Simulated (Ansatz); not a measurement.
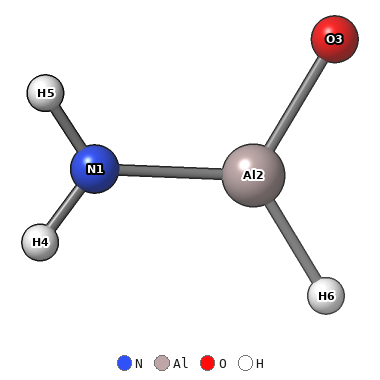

The system is AlH₃NO, SMILES [NH2][AlH][O], spin multiplicity 2; the picture shows the reference structure. 
- The first coordinate is: umbrella angle at N1 (between each of its bonds and their common axis; 90 is planar); the second: change of the bonds N1–Al2, N1–H4, N1–H5, all alike.
- Nothing is relaxed (all other coordinates rigid).
- Grid: 13 × 13 points; 91 points were computed and 78 follow by symmetry.
- Points are written as (first, second).
- Energies are in eV, from the lowest grid point.
- These are results of UHF-MP2, frozen core/def2-TZVP (Ansatz 0.2.0), not measurements.

Its coordinates:

```yaml
atoms:
  - { symbol: N, position_ang: [-0.6449, 0.2666, -0.6808] }
  - { symbol: Al, position_ang: [0.5141, -0.1566, 0.5833] }
  - { symbol: O, position_ang: [1.2903, -1.7223, 0.4992] }
  - { symbol: H, position_ang: [-1.1418, 1.1437, -0.7178] }
  - { symbol: H, position_ang: [-0.9080, -0.3164, -1.4605] }
  - { symbol: H, position_ang: [0.8904, 0.7851, 1.7766] }
```

Range: umbrella angle at N1 (between each of its bonds and their common axis; 90 is planar) from 66 to 114°; change of the bonds N1–Al2, N1–H4, N1–H5, all alike from −0.139 to 0.214 Å.

Question: Predict the map.

Answer: The lowest grid point is at (90°, 0.008 Å). It is the only kind of minimum in the scanned range. The highest grid point, (66°, −0.139 Å), lies 2.18 eV above the lowest. Round the minimum the two coordinates are nearly uncoupled.

```tsv
second ↓, first →	66	70	74	78	82	86	90	94	98	102	106	110	114
0.214	1.65	1.67	1.70	1.74	1.78	1.81	1.82	1.81	1.78	1.74	1.70	1.67	1.65
0.185	1.33	1.32	1.34	1.37	1.40	1.42	1.43	1.42	1.40	1.37	1.34	1.32	1.33
0.156	1.03	1.01	1.01	1.03	1.05	1.06	1.07	1.06	1.05	1.03	1.01	1.01	1.03
0.126	0.77	0.73	0.71	0.71	0.72	0.73	0.74	0.73	0.72	0.71	0.71	0.73	0.77
0.097	0.56	0.50	0.47	0.46	0.45	0.46	0.46	0.46	0.45	0.46	0.47	0.50	0.56
0.067	0.40	0.32	0.27	0.25	0.23	0.23	0.23	0.23	0.23	0.25	0.27	0.32	0.40
0.038	0.31	0.21	0.15	0.11	0.09	0.08	0.08	0.08	0.09	0.11	0.15	0.21	0.31
0.008	0.31	0.19	0.11	0.05	0.02	0.01	0.00	0.01	0.02	0.05	0.11	0.19	0.31
−0.021	0.40	0.26	0.16	0.10	0.05	0.03	0.02	0.03	0.05	0.10	0.16	0.26	0.40
−0.050	0.61	0.45	0.33	0.25	0.20	0.17	0.16	0.17	0.20	0.25	0.33	0.45	0.61
−0.080	0.96	0.78	0.65	0.55	0.49	0.45	0.44	0.45	0.49	0.55	0.65	0.78	0.96
−0.109	1.46	1.26	1.11	1.00	0.93	0.89	0.87	0.89	0.93	1.00	1.11	1.26	1.46
−0.139	2.18	1.96	1.79	1.67	1.58	1.54	1.52	1.54	1.58	1.67	1.79	1.96	2.18
```

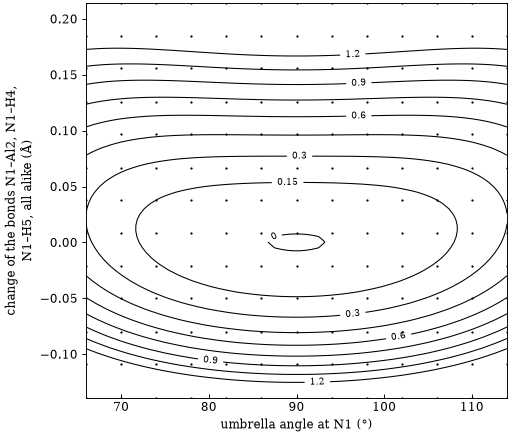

The picture shows contour lines labelled in eV (none above 1.2), dots at the grid points. Between grid points the surface is interpolated.

Each point was launched as `ansatz run input.yaml --threads 1 --pin off --max-ram 2560MiB --backend cpu --events-out ev --progress --plain --runs-dir out`. The whole map (91 points run) took 43 min on 1 thread of Arm Neoverse N1, with other jobs on the host.
